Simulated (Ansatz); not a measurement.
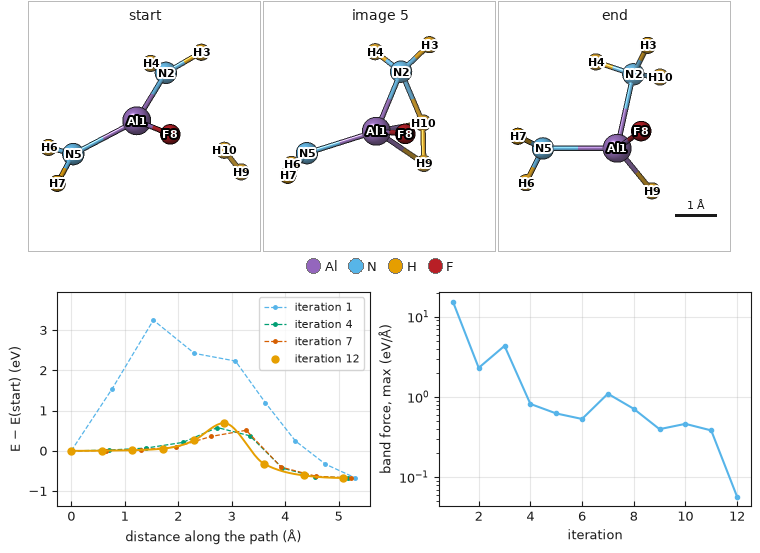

NEB run on AlN₂H₆F, made up at the start of AlN2H4F and H₂. Images are numbered from 0 (start) to 8 (end). The plot follows the band through its iterations. The picture is a ball-and-stick view, seen at a tilt.

These are results of RKS PBE-D4/6-31G* in Ansatz 0.2.0, not measurements. Settings: 7 movable images; climbing image; force threshold 0.2 eV/Å; iteration limit 60; starting path through a guess of the saddle point.

> Did the band converge, and can the barrier be trusted?

The run met only a loose threshold, so the barrier can't be trusted yet. The band converged in 12 iterations. The largest component of the band force went from 16 to 0.057 eV/Å. The climbing image converged on the top of the path. Its curvatures weren't checked. The force threshold is so loose that the height of the top is at best an upper bound. The first iteration put the highest image at 3.25 eV. Forward barrier 0.69 eV, backward barrier 1.36 eV, with image 5 at the top; the reaction energy is −0.67 eV.

Limits of the set-up: the start holds two separate molecules, 2.6 Å apart at their closest, whose relative position is a soft coordinate.
